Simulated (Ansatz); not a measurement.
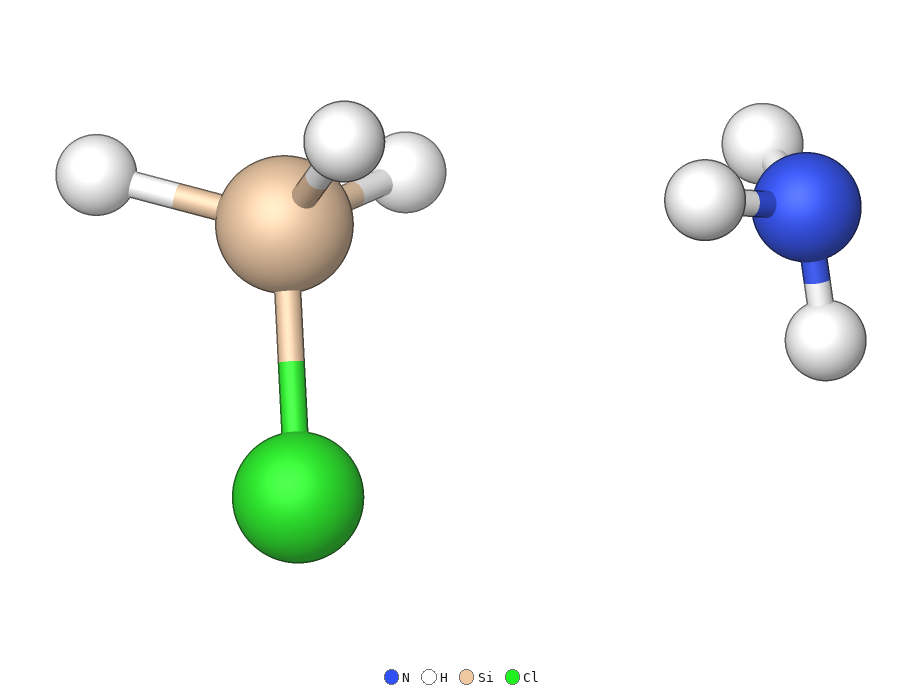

Starting geometry of the run.

The calculation was set up as follows.

```yaml
crystal:
  periodic: [false, false, false]
  atoms:
    - {symbol: N, position_ang: [0.091400, 0.054600, -2.257800]}
    - {symbol: H, position_ang: [-0.716900, 0.522200, -1.868800]}
    - {symbol: H, position_ang: [-0.121800, -0.932900, -2.309600]}
    - {symbol: H, position_ang: [0.856900, 0.168900, -1.605700]}
    - {symbol: Si, position_ang: [-0.037300, 0.166400, 1.611300]}
    - {symbol: Cl, position_ang: [0.215000, -1.830700, 1.612400]}
    - {symbol: H, position_ang: [-1.238200, 0.468100, 0.837100]}
    - {symbol: H, position_ang: [1.136600, 0.770300, 0.990700]}
    - {symbol: H, position_ang: [-0.185700, 0.613200, 2.990400]}
basis:
  gaussian: {orbitals: def2-SVP}
hamiltonian: {xc: pbe, dispersion: d4}
relax: {f_tol: 0.03, max_steps: 250}
```

Command:

```sh
ansatz run in.yaml --threads 4 --pin off --events-out ev --progress --plain --max-ram 9574MiB
```

Output (its end):

```
911 factors; their error is unknown
mean field -21969.90721078 eV, -807.3791982582 hartree, gradient 2.5e-5 eV, S^2 0.000000; 1 other end points of the search recorded, 0 dependent functions left out
the calculation of the forces begins
reference -21969.90724414 eV, -807.3791994842 hartree; 22, 22 occupied and 58, 58 virtual orbitals, 911 factors
Total energy: -21970.05046405 eV, -807.3844627187 hartree
Atom 0 at     0.088274    -0.141466    -2.054514 Å, force     0.005420     0.007194     0.028491 eV/Å
Atom 1 at    -0.738438     0.404840    -1.777667 Å, force     0.020948    -0.015953    -0.004900 eV/Å
Atom 2 at     0.060881    -0.997762    -1.483638 Å, force    -0.001474     0.022420    -0.013321 eV/Å
Atom 3 at     0.901299     0.390465    -1.715554 Å, force    -0.025223    -0.013850    -0.009439 eV/Å
Atom 4 at    -0.070219     0.195283     1.412166 Å, force     0.001500     0.009583    -0.001271 eV/Å
Atom 5 at     0.068211    -1.860644     1.079946 Å, force    -0.000559    -0.000846    -0.001703 eV/Å
Atom 6 at    -1.317867     0.726855     0.773717 Å, force     0.003827    -0.003388     0.001409 eV/Å
Atom 7 at     1.147947     0.879274     0.868960 Å, force    -0.004005    -0.004658     0.001549 eV/Å
Atom 8 at    -0.140087     0.403255     2.896584 Å, force    -0.000433    -0.000503    -0.000815 eV/Å
Dipole moment:    -0.026945     0.315274     0.338297 e Å
```
